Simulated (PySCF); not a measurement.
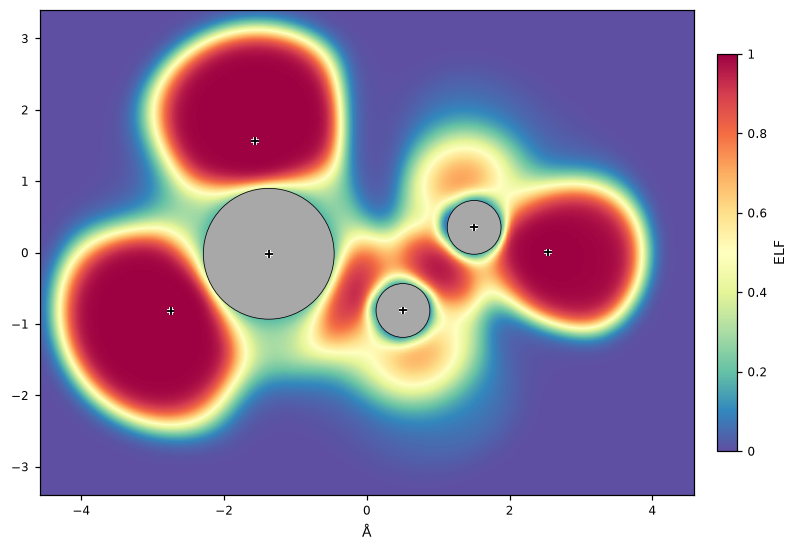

The electron localisation function on a plane through atoms (crosses mark nuclei in the plane; grey discs cover the cores).

Theory: PBE0/def2-SVPD, SCF density, gas phase in PySCF.

Candidates:
A. C₂H₇Ga (SMILES C[CH2][GaH2])
B. C₆H₉NO (SMILES C#CCC(=O)NCC)
C. C₇H₇P (SMILES C=Cc1ccpcc1)

> Which candidate gave the map?

Candidate A: C₂H₇Ga on the plane of atoms C2, Ga3 and H10, which holds C, Ga and H. C–C (1.53 Å): the ELF peaks at about 0.95 between the atoms (a shared electron pair). C–Ga (2.04 Å): the ELF peaks at about 0.90 in the valence shell of C, 0.7 Å from its nucleus, and is about 0.65 at the midpoint.
